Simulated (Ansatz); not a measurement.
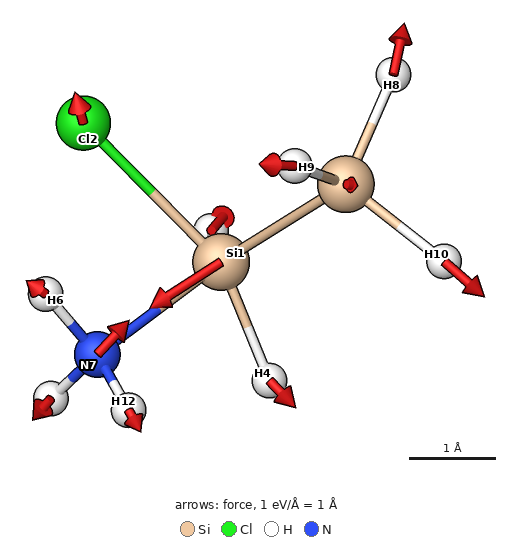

Starting geometry of Si2NH8Cl with the computed forces as red arrows. A ball-and-stick model, seen from a free direction.

The reaction that was planned forms Si1–N7, Cl2–H6 and breaks Si1–Cl2, H6–N7 (atoms numbered from 1 in input order).

These are results of RKS PBE0-D4/def2-SVP (Ansatz), not measurements.

The input:
```yaml
crystal:
  periodic: [false, false, false]
  atoms:
    - {symbol: Si, position_ang: [-0.817100, -0.244800, 0.144000]}
    - {symbol: Cl, position_ang: [0.143900, -2.189600, -0.631800]}
    - {symbol: H, position_ang: [-2.022500, -1.053800, 0.337600]}
    - {symbol: H, position_ang: [-1.547300, 1.077800, 0.079100]}
    - {symbol: Si, position_ang: [0.859800, 0.129300, 1.679600]}
    - {symbol: H, position_ang: [0.507500, -0.372600, -1.989600]}
    - {symbol: N, position_ang: [-0.160400, 0.343900, -1.710900]}
    - {symbol: H, position_ang: [0.825200, -0.841500, 2.771000]}
    - {symbol: H, position_ang: [2.210700, 0.115400, 1.105700]}
    - {symbol: H, position_ang: [0.693400, 1.450200, 2.296300]}
    - {symbol: H, position_ang: [-0.948300, 0.316400, -2.346900]}
    - {symbol: H, position_ang: [0.255200, 1.269400, -1.734000]}
basis:
  gaussian: {orbitals: def2-SVP}
hamiltonian: {xc: pbe0, dispersion: d4}
relax: {f_tol: 0.04, max_steps: 150, escape_saddle: false, constraints: [{distance: [0, 6]}, {distance: [1, 5]}, {distance: [0, 1]}, {distance: [5, 6]}]}
```

Run as
```bash
ansatz run in.yaml --threads 4 --pin off --events-out ev --progress --plain --max-ram 9574MiB
```

What follows when this structure is relaxed?

It isn't relaxed: the largest force vector, on Si1, is 1.02 eV/Å. The final displacements have little in common with the starting forces (cosine between the two patterns 0.11). The energy falls by 0.140 eV in 9 geometry steps. The largest force component goes from 0.59 to 0.034 eV/Å. The largest move after the best rigid fit is that of H10, 0.39 Å. By element the largest moves are H 0.39 Å, Cl 0.18 Å, N 0.10 Å, Si 0.08 Å. Some distances before and after: Si1–Si5 2.304 → 2.337 Å, Si5–H10 1.467 → 1.499 Å, Si1–H3 1.465 → 1.494 Å, Si1–H4 1.512 → 1.536 Å. Bond angles that change, for instance: Si1–Si5–H9 114.1° → 105.9°, Cl2–Si1–Si5 93.3° → 88.4°, Cl2–Si1–H3 85.5° → 90.1°.
